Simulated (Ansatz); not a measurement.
**CH₇BO₂Si: geometry relaxation (part 2 of 2)**

CH₇BO₂Si; RKS PBE-D4/def2-SVP (Ansatz 0.2.0). The geometry: force-field start.

Geometry of the input (Å):
```
C  -1.0542  1.3265  0.7761
Si 0.3519  0.2036  0.7552
B  0.3934  -0.7284  -0.9562
O  -0.6265  -1.5452  -1.3706
O  1.5987  -0.5988  -1.8217
H  -1.1426  1.9214  1.7343
H  -2.0120  0.7956  0.6255
H  -0.9544  2.1247  -0.0650
H  0.2124  -0.7527  1.8876
H  1.5984  0.9739  0.9689
H  -0.5077  -2.4576  -0.9909
H  2.2197  -1.3179  -1.5091
```

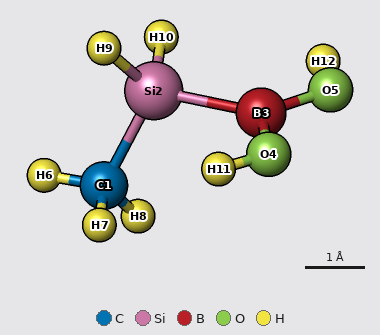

The geometry at step 9 of the log (ball-and-stick view, seen at a tilt; atoms are numbered from 1 in the order of the input).

## Trajectory as extended XYZ, continued
```
12
Properties=species:S:1:pos:R:3:forces:R:3 step=4 energy=-13783.07583
C    -1.0929    1.3686    0.7606   -0.2106   0.0956   0.0181
Si    0.3982    0.2029    0.7753    0.2298  -0.4097   0.1574
B     0.5078   -0.8579   -0.9861    0.4482   0.1409  -0.8012
O    -0.5824   -1.5973   -1.4289    0.3096  -1.1802   0.6094
O     1.5717   -0.6725   -1.9018   -0.0170  -0.9685   0.8889
H    -1.2066    1.9033    1.7256    0.0379  -0.0500   0.0150
H    -2.0314    0.8103    0.5631    0.0525  -0.0367   0.0165
H    -0.9954    2.1338   -0.0320    0.0522   0.0472  -0.0868
H     0.2432   -0.7810    1.9222   -0.0387   0.0800   0.0249
H     1.6680    0.9735    1.0547   -0.0330   0.0097  -0.0065
H    -0.7871   -2.3847   -0.8424   -0.0465   1.3804  -0.5393
H     2.3840   -1.1540   -1.5764   -0.7846   0.8915  -0.2964
12
Properties=species:S:1:pos:R:3:forces:R:3 step=5 energy=-13783.35734
C    -1.0884    1.3558    0.7482    0.0178  -0.2120   0.0525
Si    0.4092    0.1660    0.7652    0.0001  -0.1632   0.0308
B     0.5190   -0.8835   -1.0263    0.0023  -0.1636  -0.1629
O    -0.5382   -1.6750   -1.4506    0.9619   0.5672  -0.8048
O     1.5637   -0.7355   -1.9271   -1.3824  -0.0358  -0.3563
H    -1.1972    1.8812    1.7173    0.0320  -0.0278   0.0458
H    -2.0268    0.7979    0.5502    0.0310  -0.0170   0.0131
H    -0.9866    2.1214   -0.0391    0.0634   0.1063  -0.1554
H     0.2382   -0.7924    1.9323   -0.0261   0.0495  -0.0480
H     1.6699    0.9532    1.0572   -0.0393  -0.0521  -0.0480
H    -0.8723   -2.2330   -0.7553   -0.7897  -0.2362   0.9298
H     2.3866   -1.0110   -1.5379    1.1290   0.1847   0.5033
12
Properties=species:S:1:pos:R:3:forces:R:3 step=6 energy=-13783.61044
C    -1.0723    1.3276    0.7214    0.1541  -0.3111   0.0869
Si    0.4212    0.1176    0.7697   -0.1072   0.0237  -0.0731
B     0.5262   -0.9117   -1.0382   -0.3676  -0.2268   0.3286
O    -0.5155   -1.7192   -1.4539   -0.1886  -0.4050   0.9091
O     1.5354   -0.7658   -1.9468    0.4962  -0.2870  -0.1198
H    -1.1727    1.8702    1.6813    0.0065  -0.0085   0.0471
H    -2.0144    0.7722    0.5353    0.0142  -0.0027   0.0077
H    -0.9586    2.0746   -0.0822    0.0559   0.0928  -0.1461
H     0.2269   -0.8160    1.9525   -0.0136   0.0257  -0.0873
H     1.6785    0.9119    1.0626   -0.0291  -0.0751  -0.0436
H    -0.9816   -2.1014   -0.6643    0.1145   0.6369  -0.7726
H     2.4041   -0.8148   -1.5033   -0.1352   0.5371  -0.1368
12
Properties=species:S:1:pos:R:3:forces:R:3 step=7 energy=-13783.76236
C    -1.0516    1.3126    0.7019    0.1384  -0.1722   0.0552
Si    0.4225    0.0893    0.7759   -0.1076  -0.0038  -0.1067
B     0.5229   -0.9424   -1.0236   -0.2267  -0.1994   0.2156
O    -0.5060   -1.7688   -1.4274   -0.2251  -0.2033   0.7799
O     1.5251   -0.7910   -1.9427    0.6633  -0.1520   0.1906
H    -1.1355    1.8864    1.6455   -0.0028   0.0070   0.0278
H    -2.0074    0.7743    0.5388    0.0222  -0.0255  -0.0004
H    -0.9246    2.0307   -0.1291    0.0254   0.0594  -0.0721
H     0.2016   -0.8347    1.9573   -0.0056  -0.0074  -0.0566
H     1.6882    0.8646    1.0772   -0.0140  -0.0477  -0.0454
H    -1.0390   -2.0590   -0.6465    0.1802   0.4111  -0.6747
H     2.3810   -0.6168   -1.4932   -0.4477   0.3338  -0.3133
12
Properties=species:S:1:pos:R:3:forces:R:3 step=8 energy=-13783.87251
C    -1.0357    1.2589    0.6765   -0.0007   0.0133   0.0779
Si    0.4505    0.0739    0.7875    0.0091   0.0566  -0.0065
B     0.5245   -0.9442   -0.9899   -0.0323  -0.2869  -0.0014
O    -0.5323   -1.7330   -1.3880   -0.2058  -0.0566   0.4378
O     1.5442   -0.8477   -1.9026    0.3273  -0.0267   0.2494
H    -1.1576    1.8486    1.6072   -0.0251  -0.0032  -0.0056
H    -1.9741    0.6930    0.4978    0.0351   0.0170   0.0117
H    -0.9042    1.9655   -0.1671   -0.0015   0.0116  -0.0087
H     0.2517   -0.8382    1.9793   -0.0095  -0.0175  -0.0445
H     1.7119    0.8659    1.0578   -0.0107  -0.0244  -0.0174
H    -1.1558   -1.8977   -0.6470    0.2038   0.1904  -0.4437
H     2.3540   -0.4999   -1.4773   -0.2896   0.1264  -0.2491
12
Properties=species:S:1:pos:R:3:forces:R:3 step=9 energy=-13783.92977
C    -1.0340    1.2988    0.6888   -0.0294   0.0141   0.0633
Si    0.4225    0.0809    0.7707    0.1103  -0.0728  -0.0773
B     0.5421   -1.0091   -0.9616    0.0464  -0.0307  -0.0796
O    -0.4659   -1.8620   -1.3423    0.0300   0.0203  -0.0268
O     1.5939   -0.9422   -1.8420    0.0092   0.0568   0.0569
H    -1.1610    1.8537    1.6403    0.0108   0.0087  -0.0183
H    -1.9802    0.7555    0.4857    0.0128   0.0088  -0.0088
H    -0.8841    2.0330   -0.1287   -0.0067  -0.0038   0.0176
H     0.2257   -0.8625    1.9361   -0.0409   0.0374   0.0348
H     1.7190    0.8182    1.0273   -0.0371   0.0425   0.0158
H    -1.1874   -1.8941   -0.6935   -0.0219  -0.0168   0.0163
H     2.2865   -0.3250   -1.5468   -0.0834  -0.0645   0.0060
12
Properties=species:S:1:pos:R:3:forces:R:3 step=10 energy=-13783.93095
C    -1.0349    1.2932    0.7016   -0.0184   0.0349  -0.0814
Si    0.4269    0.0806    0.7495    0.0346   0.0268   0.1566
B     0.5494   -1.0269   -0.9679   -0.0119   0.0402  -0.1373
O    -0.4698   -1.8569   -1.3663    0.0191  -0.0225   0.0240
O     1.6066   -0.9616   -1.8406   -0.0083  -0.0048   0.0530
H    -1.1419    1.8357    1.6623    0.0037  -0.0148  -0.0079
H    -1.9829    0.7536    0.5015   -0.0202   0.0126   0.0085
H    -0.8949    2.0403   -0.1060   -0.0268   0.0047   0.0108
H     0.2141   -0.8256    1.9437    0.0476  -0.0102  -0.0132
H     1.6982    0.8646    1.0047   -0.0044  -0.0531  -0.0127
H    -1.1941   -1.8951   -0.7201   -0.0021  -0.0007  -0.0044
H     2.3004   -0.3568   -1.5282   -0.0130  -0.0131   0.0040
12
Properties=species:S:1:pos:R:3:forces:R:3 step=11 energy=-13783.92918 accepted=F
C    -1.0366    1.2872    0.6926   -0.0108   0.0170   0.0162
Si    0.4318    0.0804    0.7639    0.0185   0.0002   0.0092
B     0.5381   -0.9993   -0.9761    0.0190  -0.0775  -0.0171
O    -0.4828   -1.8306   -1.3697    0.0387   0.0152  -0.0054
O     1.5893   -0.9286   -1.8544   -0.0982  -0.1222  -0.0074
H    -1.1462    1.8490    1.6416   -0.0052   0.0018  -0.0012
H    -1.9836    0.7391    0.5080    0.0071   0.0044   0.0033
H    -0.9056    2.0182   -0.1307   -0.0013  -0.0005   0.0035
H     0.2344   -0.8376    1.9506   -0.0020   0.0017  -0.0074
H     1.7093    0.8507    1.0200   -0.0073  -0.0047  -0.0088
H    -1.1867   -1.8942   -0.7038   -0.0384   0.0238  -0.0084
H     2.3157   -0.3893   -1.5078    0.0798   0.1408   0.0233
12
Properties=species:S:1:pos:R:3:forces:R:3 step=12 energy=-13783.93339
C    -1.0381    1.2946    0.6989   -0.0018   0.0090   0.0053
Si    0.4264    0.0812    0.7547   -0.0013   0.0000   0.0059
B     0.5437   -1.0219   -0.9726    0.0068   0.0310   0.0260
O    -0.4690   -1.8587   -1.3702   -0.0183  -0.0251  -0.0128
O     1.6096   -0.9607   -1.8325    0.0130  -0.0020  -0.0116
H    -1.1401    1.8436    1.6563   -0.0025   0.0030   0.0004
H    -1.9896    0.7558    0.5118    0.0004  -0.0018  -0.0006
H    -0.9056    2.0372   -0.1135   -0.0032  -0.0025  -0.0032
H     0.2340   -0.8300    1.9473    0.0072   0.0004  -0.0019
H     1.7048    0.8542    0.9983   -0.0008  -0.0098  -0.0052
H    -1.1996   -1.8938   -0.7309    0.0104   0.0052  -0.0064
H     2.3006   -0.3563   -1.5136   -0.0100  -0.0074   0.0039
12
Properties=species:S:1:pos:R:3:forces:R:3 step=13 energy=-13783.93363
C    -1.0409    1.2954    0.7034   -0.0089  -0.0007   0.0035
Si    0.4243    0.0825    0.7533   -0.0011  -0.0079  -0.0060
B     0.5423   -1.0228   -0.9735    0.0042  -0.0108  -0.0292
O    -0.4671   -1.8603   -1.3815    0.0045   0.0223   0.0236
O     1.6159   -0.9648   -1.8255   -0.0065   0.0069   0.0260
H    -1.1341    1.8545    1.6558    0.0036   0.0004   0.0049
H    -1.9940    0.7538    0.5327    0.0023  -0.0020  -0.0007
H    -0.9194    2.0297   -0.1180    0.0019   0.0005  -0.0066
H     0.2435   -0.8268    1.9491    0.0026   0.0035  -0.0027
H     1.7062    0.8536    0.9835   -0.0011  -0.0011  -0.0006
H    -1.2038   -1.8867   -0.7489   -0.0080  -0.0101  -0.0058
H     2.3042   -0.3630   -1.4963    0.0066  -0.0010  -0.0064
```

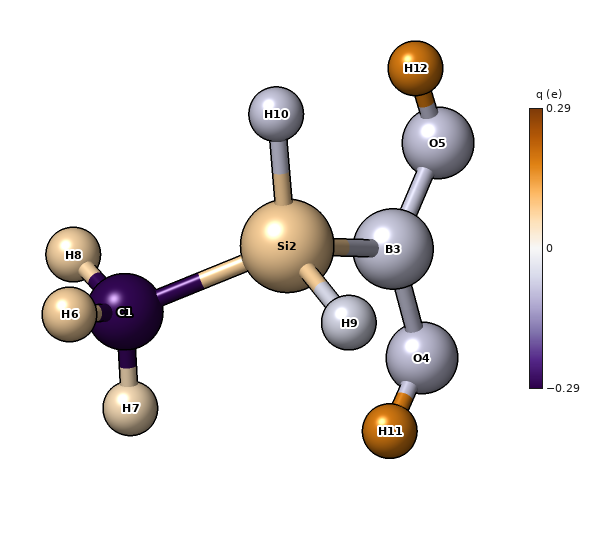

Mulliken charges, as the colour of each atom (ball-and-stick view, seen at a tilt; atoms are numbered from 1 in the order of the input). By element: C −0.28, Si +0.08, B −0.07, O −0.08 and H −0.07 to +0.18 e.

## Summary

- outcome: converged
- total energy: −13783.9337 eV
- mean-field energy: −13783.7143 eV
- dispersion energy: −0.2194 eV
- SCF solution under orbital rotations: stable
- largest force (length of the vector) at the end: 0.033 eV/Å
- dipole moment: 1.77 D
- hardware: 4 threads of Arm Neoverse V1, 23 GiB of memory available, shared host
- wall time: 19 s (CPU time 67 s)
- peak memory: 0.16 GiB
